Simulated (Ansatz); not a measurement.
Consider B9H24N9 (B9N9 wurtzite hole sphere).

Input file:

```
crystal:
  periodic: [false, false, false]
  atoms:
    - {symbol: B, position_ang: [-0.001142, -3.012540, -0.839921]}
    - {symbol: N, position_ang: [-0.002242, -2.951377, 0.773939]}
    - {symbol: N, position_ang: [-0.000681, -1.493519, -1.292344]}
    - {symbol: B, position_ang: [-1.305893, -0.753874, -0.822643]}
    - {symbol: B, position_ang: [-0.000971, -1.477244, 1.358549]}
    - {symbol: N, position_ang: [-1.254740, -0.722539, 0.789301]}
    - {symbol: N, position_ang: [-1.292139, 0.745538, -1.294456]}
    - {symbol: B, position_ang: [-2.607774, 1.506063, -0.844139]}
    - {symbol: B, position_ang: [-1.279943, 0.741429, 1.356450]}
    - {symbol: N, position_ang: [-2.555451, 1.478840, 0.769815]}
    - {symbol: B, position_ang: [1.305154, -0.755089, -0.822726]}
    - {symbol: N, position_ang: [1.253833, -0.724191, 0.789238]}
    - {symbol: N, position_ang: [1.292733, 0.744422, -1.294512]}
    - {symbol: B, position_ang: [0.000686, 1.506697, -0.824780]}
    - {symbol: B, position_ang: [1.280997, 0.739709, 1.356382]}
    - {symbol: N, position_ang: [0.000962, 1.448976, 0.787165]}
    - {symbol: B, position_ang: [2.608940, 1.503999, -0.844247]}
    - {symbol: N, position_ang: [2.557675, 1.475059, 0.769701]}
    - {symbol: H, position_ang: [-1.027030, -3.577851, -1.215941]}
    - {symbol: H, position_ang: [1.025316, -3.577900, -1.214315]}
    - {symbol: H, position_ang: [-0.814465, -3.459078, 1.147301]}
    - {symbol: H, position_ang: [0.808064, -3.461247, 1.148484]}
    - {symbol: H, position_ang: [-0.000816, -1.537228, -2.319948]}
    - {symbol: H, position_ang: [-2.312144, -1.334851, -1.217922]}
    - {symbol: H, position_ang: [-0.000884, -1.518365, 2.586866]}
    - {symbol: H, position_ang: [-2.088894, -1.203073, 1.147254]}
    - {symbol: H, position_ang: [-1.328921, 0.765971, -2.322128]}
    - {symbol: H, position_ang: [-3.610284, 0.899096, -1.218234]}
    - {symbol: H, position_ang: [-2.584218, 2.676567, -1.221927]}
    - {symbol: H, position_ang: [-1.316372, 0.763675, 2.584716]}
    - {symbol: H, position_ang: [-3.402465, 1.032488, 1.144224]}
    - {symbol: H, position_ang: [-2.589350, 2.436610, 1.141833]}
    - {symbol: H, position_ang: [2.310994, -1.336729, -1.218066]}
    - {symbol: H, position_ang: [2.087308, -1.205938, 1.147143]}
    - {symbol: H, position_ang: [1.329587, 0.764643, -2.322185]}
    - {symbol: H, position_ang: [0.001057, 2.667972, -1.221927]}
    - {symbol: H, position_ang: [1.317449, 0.761986, 2.584646]}
    - {symbol: H, position_ang: [0.001655, 2.412072, 1.143981]}
    - {symbol: H, position_ang: [3.611027, 0.897238, -1.219795]}
    - {symbol: H, position_ang: [2.585398, 2.674964, -1.220629]}
    - {symbol: H, position_ang: [3.403873, 1.026274, 1.143070]}
    - {symbol: H, position_ang: [2.594106, 2.432327, 1.142744]}
basis:
  gaussian: {orbitals: def2-TZVP, fitting: {mean_field: def2-universal-jkfit}, initial_orbitals: start.molden}
hamiltonian: {xc: pbe0, dispersion: d4}
scf: {omitted_lower_state_checks: [starts]}
output: {orbitals: {seedname: orbitals}}
```

Launched as:

```sh
ansatz run in.yaml --threads 2 --pin off --events-out ev --progress --plain --max-ram 32768MiB --backend cuda --devices 0, --max-vram 18GiB
```

Geometry: PBE-D4/def2-SVP.

Computed with RKS PBE0-D4/def2-TZVP (Ansatz).

Q: What can the converged electron density and electron localisation function tell about the bonding?

A: B–N (1.57 Å): ρ is about 1.4 e/Å³ halfway; the ELF peaks at about 0.95 between the atoms; a polar covalent bond.
N–H (1.03 Å): ρ is about 2.8 e/Å³ halfway; the ELF climbs to about 1 towards the hydrogen, as it does in any bond to H: a covalent bond by its length.
B–H (1.23 Å): the density is about 1.2 e/Å³ at the midpoint; the ELF climbs to about 1 towards the hydrogen (an ordinary covalent bond to hydrogen).

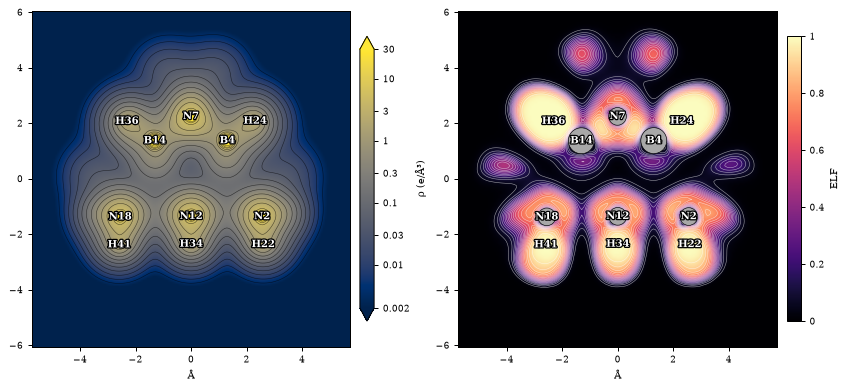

Computed electron density and electron localisation function on the plane of atoms N7, B14 and H36, in this order. Grey discs cover the atomic cores in the ELF map. 
